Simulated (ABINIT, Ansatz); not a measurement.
# Ba (Pm-3m): from the cell to the phonon bands, part 3 of 3

Aim: the phonon dispersion of Ba (Pm-3m), checked by a second program.

ABINIT 10.8.3; DFT LDA, scalar-relativistic, plane waves, PseudoDojo stringent norm-conserving pseudopotentials.

So far. Step 3 (Relaxing the cell and atoms): The volume changes by -10.5 % in this run and stands -10.5 % from the first cell. The relaxed cell has a = 3.723 Å (conventional setting).

This is not the structure that Ba takes at ambient pressure and room temperature (bcc); it is a model or a phase of other conditions.

### Step 7. Dispersion

anaddb transforms the dynamical matrices to force constants and back along the path; points of the mesh come back as solved, but for the sum rule and, in polar crystals, the LO-TO term at Γ; the rest is interpolation.

File anaddb.abi:

```
ddb_filepath "all_DDB"
output_file "anaddb.abo"
outdata_prefix "anaddb"
ifcflag 1
ngqpt 2 2 2
nqshft 1
q1shft 0.0 0.0 0.0
asr 1
chneut 0
dipdip 0
dipquad 0
quadquad 0
enunit 0
eivec 0
nph1l 62
qph1l 
    0.0 0.0 0.0 1.0
    0.0 0.05 0.0 1.0
    0.0 0.1 0.0 1.0
    0.0 0.15 0.0 1.0
    0.0 0.2 0.0 1.0
    0.0 0.25 0.0 1.0
    0.0 0.3 0.0 1.0
    0.0 0.35 0.0 1.0
    0.0 0.4 0.0 1.0
    0.0 0.45 0.0 1.0
    0.0 0.5 0.0 1.0
    0.05 0.5 0.0 1.0
    0.1 0.5 0.0 1.0
    0.15 0.5 0.0 1.0
    0.2 0.5 0.0 1.0
    0.25 0.5 0.0 1.0
    0.3 0.5 0.0 1.0
    0.35 0.5 0.0 1.0
    0.4 0.5 0.0 1.0
    0.45 0.5 0.0 1.0
    0.5 0.5 0.0 1.0
    0.45 0.45 0.0 1.0
    0.4 0.4 0.0 1.0
    0.35 0.35 0.0 1.0
    0.3 0.3 0.0 1.0
    0.25 0.25 0.0 1.0
    0.2 0.2 0.0 1.0
    0.15 0.15 0.0 1.0
    0.1 0.1 0.0 1.0
    0.05 0.05 0.0 1.0
    0.0 0.0 0.0 1.0
    0.05 0.05 0.05 1.0
    0.1 0.1 0.1 1.0
    0.15 0.15 0.15 1.0
    0.2 0.2 0.2 1.0
    0.25 0.25 0.25 1.0
    0.3 0.3 0.3 1.0
    0.35 0.35 0.35 1.0
    0.4 0.4 0.4 1.0
    0.45 0.45 0.45 1.0
    0.5 0.5 0.5 1.0
    0.45 0.5 0.45 1.0
    0.4 0.5 0.4 1.0
    0.35 0.5 0.35 1.0
    0.3 0.5 0.3 1.0
    0.25 0.5 0.25 1.0
    0.2 0.5 0.2 1.0
    0.15 0.5 0.15 1.0
    0.1 0.5 0.1 1.0
    0.05 0.5 0.05 1.0
    0.0 0.5 0.0 1.0
    0.5 0.5 0.5 1.0
    0.5 0.5 0.45 1.0
    0.5 0.5 0.4 1.0
    0.5 0.5 0.35 1.0
    0.5 0.5 0.3 1.0
    0.5 0.5 0.25 1.0
    0.5 0.5 0.2 1.0
    0.5 0.5 0.15 1.0
    0.5 0.5 0.1 1.0
    0.5 0.5 0.05 1.0
    0.5 0.5 0.0 1.0
```

File mrgddb.in:

```
all_DDB
merged
4
dfpt_gammao_DDB
dfpt_qo_DS1_DDB
dfpt_qo_DS2_DDB
dfpt_qo_DS3_DDB
```

Run with:

```console
> mrgddb < mrgddb.in > mrgddb.log
> OMP_NUM_THREADS=1 anaddb anaddb.abi > anaddb.log
```

anaddb.abo, the main output file:

```text
[banners, grids, parts of the stress and lines that vanish by symmetry left out]
-outvars_anaddb: echo values of input variables ----------------------

 Flags :
[...]
Phonon wavevector (reduced coordinates) :  0.00000  0.00000  0.00000
 Phonon energies in Hartree :
[...]
Phonon frequencies in cm-1    :
-  0.000000E+00  0.000000E+00  0.000000E+00
[...]
Phonon wavevector (reduced coordinates) :  0.00000  0.05000  0.00000
 Phonon energies in Hartree :
[...]
Phonon frequencies in cm-1    :
- -4.834540E+00 -4.834540E+00  1.173738E+01
[...]
Phonon wavevector (reduced coordinates) :  0.00000  0.10000  0.00000
 Phonon energies in Hartree :
[...]
Phonon frequencies in cm-1    :
- -9.550038E+00 -9.550038E+00  2.318574E+01
[...]
Phonon wavevector (reduced coordinates) :  0.00000  0.15000  0.00000
 Phonon energies in Hartree :
[...]
Phonon frequencies in cm-1    :
- -1.403038E+01 -1.403038E+01  3.406319E+01
[...]
Phonon wavevector (reduced coordinates) :  0.00000  0.20000  0.00000
 Phonon energies in Hartree :
[...]
Phonon frequencies in cm-1    :
- -1.816525E+01 -1.816525E+01  4.410190E+01
[...]
Phonon wavevector (reduced coordinates) :  0.00000  0.25000  0.00000
 Phonon energies in Hartree :
[...]
Phonon frequencies in cm-1    :
- -2.185283E+01 -2.185283E+01  5.305467E+01
  Phonon wavevector (reduced coordinates) :  0.00000  0.30000  0.00000
 Phonon energies in Hartree :
[...]
Phonon frequencies in cm-1    :
- -2.500232E+01 -2.500232E+01  6.070106E+01
  Phonon wavevector (reduced coordinates) :  0.00000  0.35000  0.00000
 Phonon energies in Hartree :
[...]
Phonon frequencies in cm-1    :
- -2.753618E+01 -2.753618E+01  6.685278E+01
  Phonon wavevector (reduced coordinates) :  0.00000  0.40000  0.00000
 Phonon energies in Hartree :
[...]
Phonon frequencies in cm-1    :
- -2.939199E+01 -2.939199E+01  7.135837E+01
  Phonon wavevector (reduced coordinates) :  0.00000  0.45000  0.00000
 Phonon energies in Hartree :
[...]
Phonon frequencies in cm-1    :
- -3.052409E+01 -3.052409E+01  7.410688E+01
  Phonon wavevector (reduced coordinates) :  0.00000  0.50000  0.00000
 Phonon energies in Hartree :
[...]
Phonon frequencies in cm-1    :
- -3.090457E+01 -3.090457E+01  7.503063E+01
  Phonon wavevector (reduced coordinates) :  0.05000  0.50000  0.00000
 Phonon energies in Hartree :
[...]
Phonon frequencies in cm-1    :
- -3.153915E+01 -2.857164E+01  7.488131E+01
  Phonon wavevector (reduced coordinates) :  0.10000  0.50000  0.00000
 Phonon energies in Hartree :
[...]
Phonon frequencies in cm-1    :
- -3.331237E+01 -2.033861E+01  7.444627E+01
  Phonon wavevector (reduced coordinates) :  0.15000  0.50000  0.00000
 Phonon energies in Hartree :
[...]
Phonon frequencies in cm-1    :
- -3.590022E+01  1.461262E+01  7.376357E+01
[...]
Phonon wavevector (reduced coordinates) :  0.50000  0.50000  0.35000
 Phonon energies in Hartree :
[...]
Phonon frequencies in cm-1    :
-  1.273786E+01  4.079960E+01  4.079960E+01
  Phonon wavevector (reduced coordinates) :  0.50000  0.50000  0.30000
 Phonon energies in Hartree :
[...]
Phonon frequencies in cm-1    :
- -1.783836E+01  4.690569E+01  4.690569E+01
  Phonon wavevector (reduced coordinates) :  0.50000  0.50000  0.25000
 Phonon energies in Hartree :
[...]
Phonon frequencies in cm-1    :
- -2.916849E+01  5.285632E+01  5.285632E+01
  Phonon wavevector (reduced coordinates) :  0.50000  0.50000  0.20000
 Phonon energies in Hartree :
[...]
Phonon frequencies in cm-1    :
- -3.719402E+01  5.820169E+01  5.820169E+01
  Phonon wavevector (reduced coordinates) :  0.50000  0.50000  0.15000
 Phonon energies in Hartree :
[...]
Phonon frequencies in cm-1    :
- -4.317239E+01  6.263364E+01  6.263364E+01
  Phonon wavevector (reduced coordinates) :  0.50000  0.50000  0.10000
 Phonon energies in Hartree :
[...]
Phonon frequencies in cm-1    :
- -4.738301E+01  6.593920E+01  6.593920E+01
  Phonon wavevector (reduced coordinates) :  0.50000  0.50000  0.05000
 Phonon energies in Hartree :
[...]
Phonon frequencies in cm-1    :
- -4.989947E+01  6.797681E+01  6.797681E+01
  Phonon wavevector (reduced coordinates) :  0.50000  0.50000  0.00000
 Phonon energies in Hartree :
[...]
Phonon frequencies in cm-1    :
- -5.073767E+01  6.866492E+01  6.866492E+01
-
```

It took 0.52 s on 1 thread of Arm Neoverse V1, shared host.

Numbers from this step:

```yaml
lowest_frequency_on_the_path: -50.74 cm⁻¹
```

Anaddb. The phonon branches at the labelled points (cm⁻¹):

| point | branch 1 | branch 2 | branch 3 |
| --- | --- | --- | --- |
| Γ | 0 | 0 | 0 |
| X | -31 | -31 | 75 |
| M | -51 | 69 | 69 |
| Γ | 0 | 0 | 0 |
| R | 30 | 30 | 30 |
| X | -31 | -31 | 75 |
| jump to R | 30 | 30 | 30 |
| M | -51 | 69 | 69 |

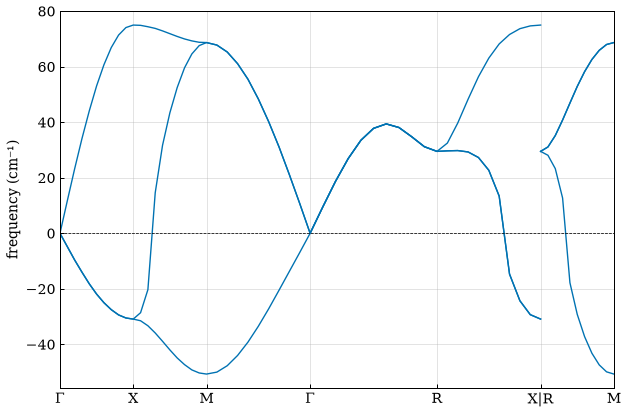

Phonon branches along the path.

The path dips to 51i cm⁻¹.

### Step 8. Sums over the zone

Sums over the zone need many more wavevectors than were solved, so the interpolation is sampled on a dense mesh.

File anaddb.abi:

```
ddb_filepath "all_DDB"
output_file "anaddb.abo"
outdata_prefix "anaddb"
ifcflag 1
ngqpt 2 2 2
nqshft 1
q1shft 0.0 0.0 0.0
asr 1
chneut 0
dipdip 0
dipquad 0
quadquad 0
prtdos 2
ng2qpt 12 12 12
dosdeltae 4.5563e-06
ntemper 11
temperinc 100.0
tempermin 0.0
```

Run with:

```console
> OMP_NUM_THREADS=1 anaddb anaddb.abi > anaddb.log
```

anaddb.abo, the main output file:

```text
-outvars_anaddb: echo values of input variables ----------------------

 Flags :
     ifcflag         1
 Miscellaneous information :
         asr         1
      chneut         0
 Interatomic Force Constants Inputs :
      dipdip         0
     dipquad         0
    quadquad         0
      ifcana         0
      ifcout         0
 Description of grid 1 :
        brav         1
       ngqpt         2         2         2
      nqshft         1
      q1shft
                     0.00000000E+00  0.00000000E+00  0.00000000E+00
 Phonon DOS information :
   dosdeltae  4.55630000E-06
    dossmear  4.55633525E-06
 Description of grid 2 (Fourier interp. or BZ sampling):
      ng2qpt        12        12        12
      ngrids         4
      q2shft         0.00000000E+00  0.00000000E+00  0.00000000E+00

================================================================================

 read the DDB information and perform some checks

  ==== Info on the Cryst% object ====
 Real(R)+Recip(G) space primitive vectors, cartesian coordinates (Bohr,Bohr^-1):
 R(1)=  7.0362682  0.0000000  0.0000000  G(1)=  0.1421208  0.0000000  0.0000000
 R(2)=  0.0000000  7.0362682  0.0000000  G(2)=  0.0000000  0.1421208  0.0000000
 R(3)=  0.0000000  0.0000000  7.0362682  G(3)=  0.0000000  0.0000000  0.1421208
 Unit cell volume ucvol=  3.4835910E+02 bohr^3
 Angles (23,13,12)=  9.00000000E+01  9.00000000E+01  9.00000000E+01 degrees
 Time-reversal symmetry is present
 Reduced atomic positions [iatom, xred, symbol]:
    1)    0.5000000  0.5000000  0.5000000  Ba

 DDB file with 4 blocks has been read.

================================================================================

 Calculation of the interatomic forces

       Homogeneous q point set in the B.Z.
 Grid q points  :        8
  1)   0.00000000E+00  0.00000000E+00  0.00000000E+00
  2)   5.00000000E-01  0.00000000E+00  0.00000000E+00
  3)   0.00000000E+00  5.00000000E-01  0.00000000E+00
  4)   5.00000000E-01  5.00000000E-01  0.00000000E+00
  5)   0.00000000E+00  0.00000000E+00  5.00000000E-01
  6)   5.00000000E-01  0.00000000E+00  5.00000000E-01
  7)   0.00000000E+00  5.00000000E-01  5.00000000E-01
  8)   5.00000000E-01  5.00000000E-01  5.00000000E-01

 The interatomic forces have been obtained

================================================================================

 Calculation of phonon density of states

 Average speed of sound partial sums:     0.3301456200E-03 (at units)
-                                   =           0.7223 [km/s]

 Debye frequency from partial sums:     0.1828858674E-03 (Ha)
-                                 =     0.1203331201E+01 (THz)
-Debye temperature from partial sums:     0.5775078930E+02 (K)

 Average speed of sound:     0.2651870326E-04 (at units)
-                      =           0.0580 [km/s]

 Debye frequency from DOS:     0.1469017231E-04 (Ha)
-                        =     0.9665669056E-01 (THz)
-Debye temperature from DOS:     0.4638789527E+01 (K)

-
```

Run time: 0.52 s. Hardware: 1 thread.

Numbers from this step:

```
share of modes beyond 3i cm⁻¹ on the dense interpolated mesh : 0.2928
```

Tetrahedra. Phonon density of states against wavenumber; read off at these points:

| wavenumber (cm⁻¹) | phonon density of states (1/cm⁻¹/cell) |
| --- | --- |
| -60.0 | 0 |
| -50.0 | 0.00181 |
| -40.0 | 0.0191 |
| -30.0 | 0.0308 |
| -20.0 | 0.0198 |
| -10.0 | 0.0141 |
| 0.0 | 0.0123 |
| 10.0 | 0.0129 |
| 20.0 | 0.0152 |
| 30.0 | 0.0238 |
| 40.0 | 0.0334 |
| 50.0 | 0.0390 |
| 60.0 | 0.0456 |
| 67.3 | 0.0517 |
| 70.0 | 0.0333 |
| 80.0 | 0 |

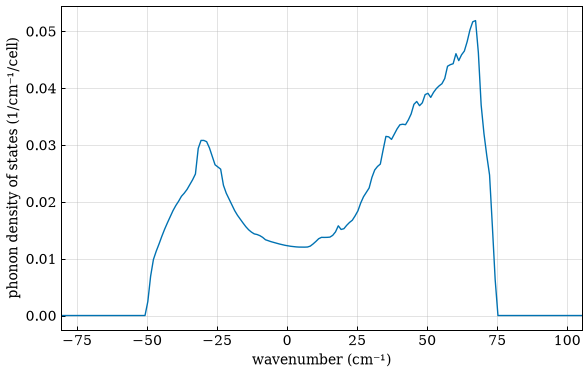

Phonon density of states against wavenumber.

### Step 9. A second program

The same cell goes through another code, with its own cutoff. The files are of one family, but Ansatz's library holds files of its own making for some heavy elements, so those for Ba may differ.

This step: DFT LDA, scalar-relativistic, plane waves, norm-conserving pseudopotentials of its library (PseudoDojo's, some remade) (Ansatz 0.2.0).

File input.yaml:

```yaml
crystal:
  lattice:
    - [3.7234327773, 0.0, 0.0]
    - [0.0, 3.7234327773, 0.0]
    - [0.0, 0.0, 3.7234327773]
  atoms:
    - { symbol: Ba, position: [0.5, 0.5, 0.5] }
kpoints:
  mp_grid: { grid: [8, 8, 8] }
hamiltonian:
  xc: lda
  pseudopotentials: { kind: nc, accuracy: standard }
scf:
  occupations: { method: methfessel_paxton, width: 0.27211 }
output:
  eigenvalues: true
phonons:
  method: dfpt
  qmesh: [2, 2, 2]
  temperatures: { t_max: 1000, t_step: 50 }
  qpath:
    path:
      - [[0.0, 0.0, 0.0], [0.0, 0.5, 0.0], [0.5, 0.5, 0.0], [0.0, 0.0, 0.0], [0.5, 0.5, 0.5], [0.0, 0.5, 0.0]]
      - [[0.5, 0.5, 0.5], [0.5, 0.5, 0.0]]
    npoints: 10
```

Run with:

```console
> ansatz run input.yaml --threads 4 --pin off --max-ram 8192MiB --backend cpu --events-out ev --progress --plain --runs-dir out
```

The program printed:

```text
Engine: ansatz 0.2.0, aarch64-unknown-linux-gnu
Pseudopotentials: kind: nc
Pseudopotential: Ba, nc, valence charge 10, recommended cutoff 770 eV (normal), Ba.nc.azcp (PseudoDojo's, or run here from an input of PseudoDojo's; its table is named by hamiltonian.pseudopotentials.accuracy)
Functional definition: SPW92
  exchange = slater_x
  correlation = pw_c
Crystal: 1 atoms, lattice volume = 51.621 Å³
Basis set: ecut = 770 eV, 2517 PW (Γ), exchange–correlation on 72×72×72 points (8 copies of the dense FFT grid, shifted against one another)
Bands: 9, of which v1, the nominal top of the filled ones, is band 5 counted from 1 (4 counted from 0)
Symmetry: 48 space group operations
k-points: 35 of 512
Non-local potential: Ba, projectors of the file, l = 0: 2, l = 1: 2, l = 2: 2, l = 3: 2
Initial density: superposition of atomic densities (chi_scale 0.1, normalization cell)
Initial wavefunctions: pseudopotential atomic-orbital guess
Functional: x = slater, c = lda
SCF iter   1: F=—  HF=-763.762562 eV  |F-HF|=—  |Δ(HF+E_count)|=         —  Δρ=9.43e-3  dr2=5.32e-2  ethr=3.10e-3  ⟨swp⟩=10.6  Hψ=3950  notcnv=0
preconditioner: auto → none  [metal: Δε(μ)=0.084 eV  Ē_g=12.860 eV  σ=0.272 eV  W_gap=0.25  n_scr=6 (ndim 8)  ℏωp=14.6 eV  f_vac=0.000  D(μ)=0.69/eV (n_scr^D=0)  sad-step TF]
SCF iter   2: F=—  HF=-763.755956 eV  |F-HF|=—  |Δ(HF+E_count)|=   6.61e-3  S|Δr|=    0.00e0  Δρ=5.70e-3  dr2=2.41e-2  ethr=5.32e-4  ⟨swp⟩=1.0  Hψ=596  notcnv=0
SCF iter   3: F=—  HF=-763.751037 eV  |F-HF|=—  |Δ(HF+E_count)|=   4.92e-3  S|Δr|=    0.00e0  Δρ=1.06e-3  dr2=4.96e-4  ethr=2.41e-4  ⟨swp⟩=2.5  Hψ=486  notcnv=0
SCF iter   4: F=—  HF=-763.750857 eV  |F-HF|=—  |Δ(HF+E_count)|=   1.81e-4  S|Δr|=    0.00e0  Δρ=2.10e-4  dr2=4.03e-5  ethr=4.96e-6  ⟨swp⟩=2.1  Hψ=512  notcnv=0
SCF iter   5: F=—  HF=-763.750841 eV  |F-HF|=—  |Δ(HF+E_count)|=   1.55e-5  S|Δr|=    0.00e0  Δρ=6.09e-5  dr2=2.85e-6  ethr=4.03e-7  ⟨swp⟩=2.8  Hψ=517  notcnv=0
SCF iter   6: F=—  HF=-763.750840 eV  |F-HF|=—  |Δ(HF+E_count)|=   1.01e-6  S|Δr|=    0.00e0  Δρ=9.09e-6  dr2=7.02e-8  ethr=2.85e-8  ⟨swp⟩=2.6  Hψ=506  notcnv=0
SCF iter   7: F=—  HF=-763.750838 eV  |F-HF|=—  |Δ(HF+E_count)|=   2.83e-6  S|Δr|=    0.00e0  Δρ=7.85e-7  dr2=5.71e-10  ethr=7.02e-10  ⟨swp⟩=2.4  Hψ=544  notcnv=0
SCF iter   8: F=-763.750838 eV  HF=-763.750838 eV  |F-HF|=4.09e-12  |Δ(HF+E_count)|=  1.30e-11  S|Δr|=    0.00e0  Δρ=7.69e-8  dr2=5.22e-12  ethr=1.00e-12  ⟨swp⟩=13.1  Hψ=3440  notcnv=0
SCF 1 converged in 8 iterations: F = -763.750838 eV  dr2 = 5.22e-12
NSCF: frozen V_eff on 35 k-points
NSCF: frozen V_eff on 75 k-points
DFPT response loops at q = (0, 0, 0) (fractional): preconditioner auto → Kerker (q_TF=auto, 2.075 Å⁻¹) (partly filled bands, converged f_vac=0.000); β = 1.00, the filter's whole step (`scf.mixing.beta` (0.50) is not read by the response loops under this deck's `scf.mixing.preconditioner`; to damp them name `kerker` or `kerker_dos`, under which they read `scf.mixing.beta`, and type it under 1.00, their step now; both keys bind the ground state too); Broyden in place of MSR1
NSCF: frozen V_eff on 250 k-points
DFPT response loops at q = (0, 0, -0.5) (fractional): mixed as the last ones told, above
NSCF: frozen V_eff on 250 k-points
DFPT response loops at q = (0, -0.5, -0.5) (fractional): mixed as the last ones told, above
NSCF: frozen V_eff on 150 k-points
DFPT response loops at q = (-0.5, -0.5, -0.5) (fractional): mixed as the last ones told, above
SCF converged after 8 iterations
Stability not checked: this state was not tested for a lower state beside it, because cold or Methfessel-Paxton smearing, or corrected tetrahedra, fill the levels in a way that the test cannot read (fill_not_monotonic; see scf.lower_state_search)
Free energy (F): -763.750838 eV
Harris-Foulkes:  -763.750838 eV  (|F-HF|=4.09e-12)
Internal energy: -763.765245 eV  (E = F + TS)
E sigma→0 (E₀):  -763.754439 eV
Entropy (-TS):   0.014407 eV (14.407 meV/atom)
Fermi energy:    7.133246 eV
--- Per-component energies (eV) ---
  E_band       = -71.416148
  E_kinetic    = 177.984405
  E_local      = -429.808760  (includes V_loc(G=0)·N_el)
  E_nonlocal   = 107.958963
  E_hartree    = 106.796880
  E_xc         = -178.062176
  E_vxc        = -141.144560  (∫ρ·V_xc dr)
  E_ewald      = -548.634557
  E_smearing   = 0.014407  (= −TS)
  E_closure    = -0.000000  (closes the sum)
  Σ components = -763.750838   (vs F -763.750838, Δ=0.00e0)
--- Band table (eV; the first three rows and the last of 35) ---
  k-point 0: bands = ["-21.8382", "-6.3828", "-6.3828", "-6.3828", "4.5864", "7.0277", "7.0277", "12.9968", "12.9968"]
  k-point 1: bands = ["-21.8217", "-6.5757", "-6.3663", "-6.3663", "4.8639", "7.1099", "7.3636", "12.0778", "12.0778"]
  k-point 2: bands = ["-21.7813", "-7.0062", "-6.3261", "-6.3261", "5.4967", "7.3277", "8.2014", "11.0819", "11.0819"]
  k-point 34: bands = ["-21.5035", "-7.2067", "-7.2067", "-7.2067", "6.9711", "6.9711", "6.9711", "10.6394", "13.2551"]
--- Phonons (Γ-DFPT): 1 representative perturbation + reference (Σ response iterations 2) ---
  ASR residual: 1.864e-4 → 0.000e0 eV/Å²; symmetrization residual: 8.132e-20 eV/Å²
  ASR residual per site (eV/Å²): 1.86e-4
  Γ frequencies (cm⁻¹): 0.00 0.00 0.00
--- Phonons (arbitrary-q DFPT): 4 irreducible q on the 2×2×2 mesh ---
  q = [0.0000, 0.0000, 0.0000] (star 1, of the zone-centre solve; hermiticity 8.46e-27, symmetrization 8.72e-16): -0.00 -0.00 -0.00
  q = [0.0000, 0.0000, -0.5000] (star 3, 2 solved perturbations in 200 linear systems a pass and spin channel, the states on 125 of 512 k-point pairs; hermiticity 1.04e-13, symmetrization 1.30e-13, the responses' own estimated error 1.2e-4 eV/Å²): -30.39 -30.39 72.04
  q = [0.0000, -0.5000, -0.5000] (star 3, 2 solved perturbations in 200 linear systems a pass and spin channel, the states on 125 of 512 k-point pairs; hermiticity 1.98e-13, symmetrization 5.25e-14, the responses' own estimated error 1.6e-4 eV/Å²): -50.01 65.72 65.72
  q = [-0.5000, -0.5000, -0.5000] (star 1, 1 solved perturbation on 75 of 512 k-point pairs; hermiticity 2.86e-12, symmetrization 4.89e-13, the responses' own estimated error 1.2e-4 eV/Å²): 23.97 23.97 23.97
  sum rule: each row above includes the acoustic sum rule's correction from the zone centre's row sums; it moved no ω² by more than (0.61 cm⁻¹)²
  mesh force constants: q→R imaginary residual 0.00e0; ASR residual 1.864e-4 → 0.000e0 eV/Å²; symmetrization residual 8.882e-16 eV/Å²
  interpolated dispersion: 62 rows × 3 modes
  density of states and harmonic sums: on the 18×18×18 q-mesh, interpolated from the force constants of a 2×2×2 supercell (no non-analytic term)
  largest difference from the sums on the solved wave vectors: F 1.69e-1 eV, S 2.16e-4 and C_V 4.94e-5 eV/K
  zero-point energy: 0.005614 eV/cell   skipped modes (ω ≤ 0): 214, of them read as no rigid motion or as one in doubt: 211 (9.583e-1 modes/cell left out, lowest -50.01 cm⁻¹)   left out of the sums: 3.20e-1 of the cell's modes: C_V's classical limit lies that fraction below 3 k_B per atom; for a crystal, a wire or a layer, F and S can be off by more, and a phonons.interpolated_qmesh denser along its periods is the remedy for the sampling
```

Run time: 14 s. Hardware: 4 threads; peak memory 0.65 GiB.

This step gave:

```
sum-rule residual before enforcement                               : 1.86e-4 eV/Å²
lowest frequency on the path                                       : -50.01 cm⁻¹
share of modes beyond 3i cm⁻¹ on the dense interpolated mesh       : 0.3176
lowest mode on the q mesh (acoustic ones at the zone centre apart) : -50.01 cm⁻¹
```

### Step 10. The two compared: ABINIT PseudoDojo and Ansatz, library NC

Numbers from this step:

```
root-mean-square difference             : 3.62 cm⁻¹
largest difference                      : 5.5 cm⁻¹
root-mean-square difference on the path : 3.1 cm⁻¹
largest difference on the path          : 20.4 cm⁻¹
```

Frequencies side by side, by row:

| q (reciprocal lattice) | mode | ABINIT PseudoDojo (cm⁻¹) | Ansatz, library NC (cm⁻¹) |
| --- | --- | --- | --- |
| 0 0 0 | 1 | -2.03 | 0 |
| 0 0 0 | 2 | -2.03 | 0 |
| 0 0 0 | 3 | -2.03 | 0 |
| 0.5 0 0 | 1 | -30.97 | -30.39 |
| 0.5 0 0 | 2 | -30.97 | -30.39 |
| 0.5 0 0 | 3 | 75 | 72.04 |
| 0.5 0.5 0 | 1 | -50.78 | -50.01 |
| 0.5 0.5 0 | 2 | 68.63 | 65.72 |
| 0.5 0.5 0 | 3 | 68.63 | 65.72 |
| 0.5 0.5 0.5 | 1 | 29.47 | 23.97 |
| 0.5 0.5 0.5 | 2 | 29.47 | 23.97 |
| 0.5 0.5 0.5 | 3 | 29.47 | 23.97 |

At the solved wavevectors the largest difference (acoustic modes at Γ apart) is 7 % of the highest mode (on the interpolated path 27 %), but 19 % of the mode at 29 cm⁻¹ on which it sits.

### Step 11. What came out

```json
{
 "space group after relaxation": "Pm-3m",
 "volume per atom": "51.6 Å³",
 "q mesh": "2×2×2",
 "lowest mode on the q mesh (acoustic ones at the zone centre apart)": "-50.8 cm⁻¹",
 "imaginary modes on the q mesh": "yes",
 "largest difference from Ansatz, library NC": "5.5 cm⁻¹"
}
```

In words: Ba (Pm-3m) is unstable: a mode solved on the 2×2×2 mesh is imaginary, 51i cm⁻¹; its spectrum reaches 75 cm⁻¹. The most unstable solved mode lies at q = (0.5, 0.5, 0), on the zone boundary, so the distortion that it points to doubles the cell. ABINIT PseudoDojo and Ansatz, library NC differ by 3.6 cm⁻¹ in the root mean square and by 5.5 cm⁻¹ at most, 7.3 % of the highest mode compared (acoustic modes at Γ left out; ABINIT's values are those before the sum rule); the two use different potentials, and the cell was not relaxed for the second set. Their interpolated bands part by up to 20 cm⁻¹. These are harmonic frequencies at zero temperature: anharmonic shifts and linewidths and thermal expansion are left out. Spin-orbit coupling is left out, which can matter for the heavy elements here. In a metal the frequencies hang on the k mesh and the smearing, most of all near Kohn anomalies. The q mesh stands for a supercell only 7.4 Å across, so branches between the solved wavevectors are rough. The structure comes from a database and need not be the phase that is stable at ambient conditions.

[Host names and launcher messages were left out of these logs when they were recorded.]

[Logs are printed without paths, hosts, clocks, repeated set-up lines and the standing remarks that a program may print on its own settings, such as how far it seeks lower states.]

[Hosts, paths, dates, database ids (printed as entryN), source tags and the programs' standing remarks are cut or masked in the printed files.]
